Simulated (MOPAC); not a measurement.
# Run report: TaN3H6O, frequency calculation (part 1 of 3)

- system: TaN3H6O, SMILES [NH2][Ta]([NH2])([NH2])=[O]
- method: PM6, closed shell (MOPAC 23.2.5)

The geometry was optimised with PM6.

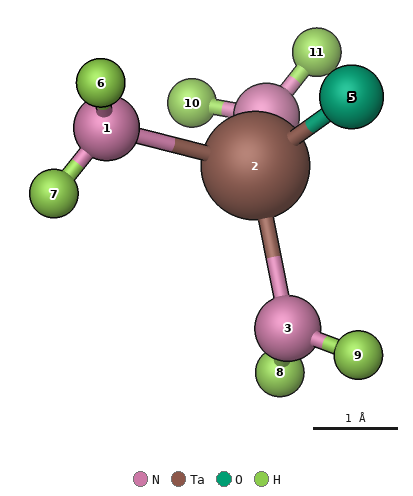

The structure as given in the input (ball-and-stick view, seen at a tilt; atoms are numbered from 1 in the order of the input). Sticks mark near contacts.

Input file (h6n3ota.mop)
```
FORCE THERMO PM6 AUX(PRECISION=9) THREADS=1
H6N3OTa charge 0

N -1.052198 1 1.591623 1 0.168712 1
Ta 0.362677 1 0.171071 1 0.140231 1
N -0.105017 1 -1.342767 1 1.369177 1
N 0.691418 1 -0.486365 1 -1.725292 1
O 1.779528 1 0.855376 1 0.694457 1
H -0.869416 1 2.495323 1 0.588784 1
H -1.958139 1 1.280095 1 0.515115 1
H -0.434166 1 -2.183742 1 0.897755 1
H 0.540454 1 -1.641359 1 2.090819 1
H -0.065128 1 -0.295414 1 -2.380292 1
H 1.558412 1 -0.273208 1 -2.204184 1
```

Launched with:
```bash
mopac h6n3ota.mop
```

Log
```
MOPAC v23.2.5
PM6 CALCULATION RESULTS

 *  PM6        - The PM6 Hamiltonian to be used
 *  FORCE      - FORCE CALCULATION SPECIFIED
 *  THREADS=1  - MULTI-THREADING NOT USED
 *  AUX        - OUTPUT AUXILIARY INFORMATION
 *  THERMO     - THERMODYNAMIC QUANTITIES TO BE CALCULATED
FORCE THERMO PM6 AUX(PRECISION=9) THREADS=1
 H6N3OTa charge 0

   ATOM   CHEMICAL          X               Y               Z
  NUMBER   SYMBOL      (ANGSTROMS)     (ANGSTROMS)     (ANGSTROMS)

     1       N         -1.05219800  *   1.59162300  *   0.16871200  *
     2      Ta          0.36267700  *   0.17107100  *   0.14023100  *
     3       N         -0.10501700  *  -1.34276700  *   1.36917700  *
     4       N          0.69141800  *  -0.48636500  *  -1.72529200  *
     5       O          1.77952800  *   0.85537600  *   0.69445700  *
     6       H         -0.86941600  *   2.49532300  *   0.58878400  *
     7       H         -1.95813900  *   1.28009500  *   0.51511500  *
     8       H         -0.43416600  *  -2.18374200  *   0.89775500  *
     9       H          0.54045400  *  -1.64135900  *   2.09081900  *
    10       H         -0.06512800  *  -0.29541400  *  -2.38029200  *
    11       H          1.55841200  *  -0.27320800  *  -2.20418400  *

          CARTESIAN COORDINATES

    NO.       ATOM           X           Y           Z

     1         N         -1.0522      1.5916      0.1687
     2        Ta          0.3627      0.1711      0.1402
     3         N         -0.1050     -1.3428      1.3692
     4         N          0.6914     -0.4864     -1.7253
     5         O          1.7795      0.8554      0.6945
     6         H         -0.8694      2.4953      0.5888
     7         H         -1.9581      1.2801      0.5151
     8         H         -0.4342     -2.1837      0.8978
     9         H          0.5405     -1.6414      2.0908
    10         H         -0.0651     -0.2954     -2.3803
    11         H          1.5584     -0.2732     -2.2042

           Empirical Formula: H6 N3 O Ta  =    11 atoms

      MOLECULAR POINT GROUP   :   C3

      RHF CALCULATION, NO. OF DOUBLY OCCUPIED LEVELS = 16

          HEAT OF FORMATION =     -82.811711 KCALS/MOLE

          CARTESIAN COORDINATE DERIVATIVES

   NUMBER  ATOM         X            Y            Z

     1       N      0.007344    -0.001238     0.002360
     2      Ta     -0.007795     0.030985     0.045764
     3       N      0.000532    -0.004480     0.026882
     4       N     -0.009486     0.006292     0.000864
     5       O      0.005481    -0.018866    -0.048769
     6       H     -0.004625    -0.000131    -0.010259
     7       H     -0.004690    -0.009331     0.005490
     8       H     -0.005658    -0.008970    -0.021251
     9       H      0.010970     0.002978    -0.002563
    10       H      0.012542     0.004417    -0.010098
    11       H     -0.004615    -0.001656     0.011580

 DIPOLE           X         Y         Z       TOTAL
 POINT-CHG.    -0.378     0.551     1.048     1.243
 HYBRID         0.004    -0.007    -0.010     0.013
 SUM           -0.374     0.545     1.038     1.230

          GRADIENT NORM =   0.09064

          MOLECULAR WEIGHT =  245.01

          ROTATIONAL CONSTANTS IN CM(-1)

          A =    0.10492675   B =    0.10488965   C =    0.08900018

           PRINCIPAL MOMENTS OF INERTIA IN UNITS OF 10**(-40)*GRAM-CM**2

          A =      266.7838   B =      266.8781   C =      314.5247

          ORIENTATION OF MOLECULE IN FORCE CALCULATION

    NO.       ATOM         X         Y         Z

     1          N      -2.0015   -0.0054   -0.0103
     2         Ta       0.0037   -0.0054   -0.0103
     3          N       0.7287    1.8641   -0.0103
     4          N       0.7279   -1.0624    1.5320
     5          O       0.5108   -0.7463   -1.4163
     6          H      -2.5187   -0.3062   -0.8279
     7          H      -2.4249    0.8654    0.3061
     8          H       1.0989    2.1740    0.8868
     9          H       1.3854    2.1641   -0.7211
    10          H       0.0681   -1.2025    2.2955
    11          H       1.1955   -1.9481    1.3787

    FIRST DERIVATIVES WILL BE USED IN THE CALCULATION OF SECOND DERIVATIVES

          ESTIMATED TIME TO COMPLETE CALCULATION =        0.52 SECONDS

    FOR POINT-GROUP C3   THERE ARE   3 UNIQUE SYMMETRY FUNCTIONS.

 STEP:   1 TIME =     0.01 SECS, INTEGRAL =      0.01 TIME LEFT: 172799.98
 STEP:   2 TIME =     0.01 SECS, INTEGRAL =      0.02 TIME LEFT: 172799.98
 STEP:   3 TIME =     0.01 SECS, INTEGRAL =      0.02 TIME LEFT: 172799.97
 STEP:   4 TIME =     0.00 SECS, INTEGRAL =      0.02 TIME LEFT: 172799.97
 STEP:   5 TIME =     0.00 SECS, INTEGRAL =      0.02 TIME LEFT: 172799.97
 STEP:   6 TIME =     0.01 SECS, INTEGRAL =      0.03 TIME LEFT: 172799.96
 STEP:   7                       INTEGRAL =      0.03 TIME LEFT: 172799.96
 STEP:   8                       INTEGRAL =      0.03 TIME LEFT: 172799.96
 STEP:   9                       INTEGRAL =      0.03 TIME LEFT: 172799.96
 STEP:  10                       INTEGRAL =      0.03 TIME LEFT: 172799.96
 STEP:  11                       INTEGRAL =      0.03 TIME LEFT: 172799.96
 STEP:  12                       INTEGRAL =      0.03 TIME LEFT: 172799.96
 STEP:  13 TIME =     0.01 SECS, INTEGRAL =      0.04 TIME LEFT: 172799.95
 STEP:  14 TIME =     0.01 SECS, INTEGRAL =      0.05 TIME LEFT: 172799.95
 STEP:  15 TIME =     0.01 SECS, INTEGRAL =      0.05 TIME LEFT: 172799.94
 STEP:  16 TIME =     0.00 SECS, INTEGRAL =      0.05 TIME LEFT: 172799.94
 STEP:  17 TIME =     0.01 SECS, INTEGRAL =      0.06 TIME LEFT: 172799.93
 STEP:  18 TIME =     0.01 SECS, INTEGRAL =      0.07 TIME LEFT: 172799.92
 STEP:  19 TIME =     0.01 SECS, INTEGRAL =      0.08 TIME LEFT: 172799.91
 STEP:  20 TIME =     0.00 SECS, INTEGRAL =      0.08 TIME LEFT: 172799.91
 STEP:  21 TIME =     0.00 SECS, INTEGRAL =      0.08 TIME LEFT: 172799.91
 STEP:  22                       INTEGRAL =      0.08 TIME LEFT: 172799.91
 STEP:  23                       INTEGRAL =      0.08 TIME LEFT: 172799.91
 STEP:  24                       INTEGRAL =      0.08 TIME LEFT: 172799.91
 STEP:  25                       INTEGRAL =      0.08 TIME LEFT: 172799.91
 STEP:  26                       INTEGRAL =      0.08 TIME LEFT: 172799.91
 STEP:  27                       INTEGRAL =      0.08 TIME LEFT: 172799.91
 STEP:  28                       INTEGRAL =      0.08 TIME LEFT: 172799.91
 STEP:  29                       INTEGRAL =      0.08 TIME LEFT: 172799.91
 STEP:  30                       INTEGRAL =      0.08 TIME LEFT: 172799.91
 STEP:  31                       INTEGRAL =      0.08 TIME LEFT: 172799.91
 STEP:  32                       INTEGRAL =      0.08 TIME LEFT: 172799.91
 STEP:  33                       INTEGRAL =      0.08 TIME LEFT: 172799.91

(To convert to Hartree/Bohr^2, multiply by (10^(-21) x N x a0^2)/(4.184 x 627.51) =  0.0642)

           FORCE MATRIX IN MILLIDYNES/ANGSTROM

                  N  1      Ta  2       N  3       N  4       O  5       H  6
 ------------------------------------------------------------------------------
     N    1   7.849510
    Ta    2   2.287748  13.206317
     N    3   0.418068   2.286607   7.849510
     N    4   0.418128   2.287872   0.418068   7.849510
     O    5   0.644971   8.691519   0.644966   0.644949   8.884003
     H    6   4.038756   0.528987   0.024511   0.046065   0.158295   4.543973
     H    7   3.975507   0.497462   0.138260   0.035109   0.085026   0.722185
     H    8   0.035145   0.498352   3.975457   0.138336   0.084957   0.005088
     H    9   0.046159   0.529045   4.039004   0.024486   0.158747   0.006094
     H   10   0.138336   0.498427   0.035145   3.975457   0.085171   0.012889
     H   11   0.024486   0.528804   0.046159   4.039004   0.158731   0.006076

                  H  7       H  8       H  9       H 10       H 11
 ------------------------------------------------------------------
     H    7   4.499754
     H    8   0.013197   4.499754
     H    9   0.012895   0.722185   4.543973
     H   10   0.013162   0.013197   0.005088   4.499754
     H   11   0.005110   0.012895   0.006094   0.722185   4.543973

          HEAT OF FORMATION =     -82.811711 KCALS/MOLE

          ZERO POINT ENERGY      41.330 KCAL/MOL

           NORMAL COORDINATE ANALYSIS (Total motion = 1 Angstrom)

   Root No.       1         2         3         4         5         6         7         8

                 1 E       1 E       1 A       2 E       2 E       2 A       3 E       3 E

                 121.1     121.1     141.6     200.9     200.9     243.1     258.4     258.4

           1   -0.0130   -0.0151    0.0102   -0.0012    0.0060    0.0024   -0.0192    0.0004
           2    0.0693   -0.0374    0.0246    0.0231   -0.0372    0.0140    0.0016   -0.0017
           3   -0.0514    0.0183    0.0498    0.0376   -0.0004    0.0184    0.0230    0.0104
           4   -0.0062   -0.0115    0.0042   -0.0019    0.0017    0.0009   -0.0027   -0.0051
           5   -0.0123    0.0037   -0.0062   -0.0018   -0.0015   -0.0013   -0.0050    0.0018
           6    0.0042   -0.0061   -0.0117    0.0003    0.0014   -0.0025    0.0017   -0.0028
           7   -0.0143    0.0801   -0.0291   -0.0106    0.0248   -0.0077    0.0126   -0.0043
           8   -0.0162   -0.0277    0.0003   -0.0022   -0.0075    0.0004   -0.0148    0.0202
           9    0.0048    0.0333    0.0484   -0.0472   -0.0192    0.0219   -0.0109    0.0105
          10    0.0670    0.0288   -0.0266   -0.0178   -0.0344   -0.0139   -0.0015   -0.0055
          11    0.0453    0.0444    0.0414   -0.0220    0.0169    0.0137    0.0035   -0.0122
          12    0.0091   -0.0067    0.0276   -0.0006    0.0329    0.0127   -0.0098   -0.0276
          13    0.0124    0.0320    0.0045    0.0517   -0.0149    0.0022    0.0376    0.0586
          14    0.0333   -0.0061   -0.0066    0.0217    0.0453   -0.0032    0.0586   -0.0272
          15   -0.0131    0.0148   -0.0125    0.0072   -0.0293   -0.0061   -0.0173    0.0355
          16    0.0041   -0.0282   -0.0537   -0.0556   -0.0045   -0.0103    0.0064   -0.0929
          17    0.2094   -0.1109    0.0825    0.0063    0.1083   -0.1230   -0.0742    0.1407
          18   -0.1136    0.0544    0.0713    0.0802   -0.0462    0.0766    0.0325    0.0231
          19    0.0509   -0.0656    0.0459    0.0550   -0.0234    0.0242    0.0115    0.0644
          20    0.0763   -0.0584    0.0109    0.0635   -0.1230    0.0825    0.0703   -0.0297
          21    0.0208    0.0000    0.1380    0.0117    0.1933   -0.1365   -0.1201    0.1871
          22    0.0036    0.0083   -0.1170   -0.1815    0.0986    0.1398    0.0916    0.2029
          23   -0.0387   -0.0829   -0.0039    0.1216   -0.0001   -0.0800    0.0289   -0.0550
          24    0.0069    0.0851    0.0869   -0.0229   -0.0545   -0.0090   -0.0636   -0.0492
          25   -0.0154    0.2053    0.0079    0.1015   -0.0142   -0.1201   -0.0425   -0.1039
          26   -0.0196   -0.0981    0.0545   -0.0648   -0.0481    0.0575   -0.0641   -0.0157
          27    0.0014    0.1192    0.1083    0.0301   -0.0750   -0.0583   -0.0875   -0.1027
          28    0.1165    0.0341   -0.0267   -0.0680   -0.1295   -0.0856    0.0387    0.0598
          29   -0.0350   -0.0118    0.1358   -0.1634   -0.0641   -0.1168    0.2176   -0.0017
          30    0.0328   -0.0127    0.0458   -0.0706   -0.0596   -0.0711    0.0677    0.0259
          31    0.2027    0.1039   -0.0575    0.0798    0.0619    0.1185   -0.1157   -0.0106
          32    0.1155    0.0833    0.0138    0.0369    0.0619    0.0829   -0.0720   -0.0111
          33    0.0202   -0.0057    0.1061   -0.0534    0.0724    0.0145    0.1110   -0.0555

   Root No.       9        10        11        12        13        14        15        16

                 3 A       4 E       4 E       4 A       5 E       5 E       6 E       6 E

                 420.2     443.7     443.7     508.9     551.5     551.5     598.3     598.3

           1    0.0174    0.0415    0.0623   -0.0353    0.0208   -0.0072    0.0544    0.0357
           2    0.0228    0.0261   -0.0016   -0.0030   -0.0295    0.0045   -0.0071    0.0346
           3   -0.0078   -0.0230   -0.0120   -0.0250   -0.0045   -0.0327    0.0140    0.0054
           4    0.0001   -0.0039   -0.0040    0.0006   -0.0037    0.0020   -0.0101   -0.0060
           5   -0.0002    0.0033   -0.0041   -0.0009   -0.0024   -0.0032    0.0039   -0.0105
           6   -0.0004   -0.0031    0.0007   -0.0018   -0.0001    0.0024   -0.0057    0.0034
           7    0.0117   -0.0208   -0.0069    0.0304    0.0357    0.0020    0.0180    0.0297
           8   -0.0232   -0.0290    0.0738    0.0260    0.0040    0.0148   -0.0101    0.0594
           9    0.0144   -0.0114   -0.0032   -0.0166    0.0007    0.0308    0.0257   -0.0177
          10   -0.0275    0.0383   -0.0228    0.0155   -0.0086    0.0182    0.0446    0.0110
          11   -0.0019   -0.0194   -0.0137   -0.0386    0.0206    0.0275   -0.0346    0.0288
          12   -0.0110    0.0675   -0.0039    0.0121    0.0236   -0.0181    0.0300   -0.0250
          13   -0.0003    0.0101   -0.0161   -0.0068   -0.0045   -0.0149    0.0073    0.0163
          14    0.0005    0.0168    0.0068    0.0099    0.0131   -0.0064   -0.0136    0.0094
          15    0.0009   -0.0052   -0.0094    0.0187   -0.0085   -0.0020    0.0098    0.0009
          16    0.0018   -0.1121   -0.0112   -0.2029   -0.0540   -0.1736    0.1411    0.1136
          17   -0.1024   -0.1321   -0.0632   -0.0298    0.0385   -0.0488    0.0550   -0.0574
          18    0.0501    0.1424    0.0593    0.1065    0.0203    0.1072   -0.0756   -0.0169
          19   -0.1516   -0.0726    0.0948    0.0247    0.1918    0.0469    0.0741   -0.1527
          20   -0.0979   -0.0775    0.0252    0.0023    0.0865    0.0111    0.0259   -0.0850
          21    0.0567    0.0861   -0.0227    0.0443   -0.0454    0.0268   -0.0276    0.0415
          22   -0.0405    0.0374    0.0701   -0.0418   -0.0329    0.0061   -0.0224    0.0036
          23    0.1782   -0.1435   -0.0422   -0.0103    0.0723    0.2023    0.1867   -0.0128
          24   -0.0488    0.0148    0.0090    0.0270   -0.0020   -0.0522   -0.0424    0.0183
          25   -0.0931    0.0030    0.1549   -0.0245   -0.0512    0.0018   -0.0673   -0.0030
          26    0.0341   -0.0506   -0.1676    0.2271    0.1509   -0.1443   -0.0012    0.1963
          27   -0.0562   -0.0022    0.0336    0.0355   -0.0043   -0.0478   -0.0494    0.0260
          28    0.1460    0.0020    0.1122   -0.0111    0.0984   -0.1172   -0.0882   -0.1123
          29   -0.0131   -0.0474    0.0281    0.0491   -0.0613    0.0178    0.0188    0.0241
          30    0.1195    0.0287    0.1080    0.0067    0.0889   -0.1199   -0.0653   -0.1154
          31    0.0948   -0.1376    0.1070    0.1011   -0.0848   -0.0684    0.0405   -0.0970
          32    0.0631   -0.0923    0.0443   -0.0128    0.0037   -0.0205   -0.0490   -0.0282
          33   -0.0036   -0.0843    0.0961    0.2075   -0.1866   -0.0335    0.1639   -0.0627

   Root No.      17        18        19        20        21        22        23        24

                 5 A       6 A       7 A       7 E       7 E       8 E       8 E       8 A

                 628.3    1024.7    1551.1    1555.7    1555.7    2800.9    2800.9    2800.9
```
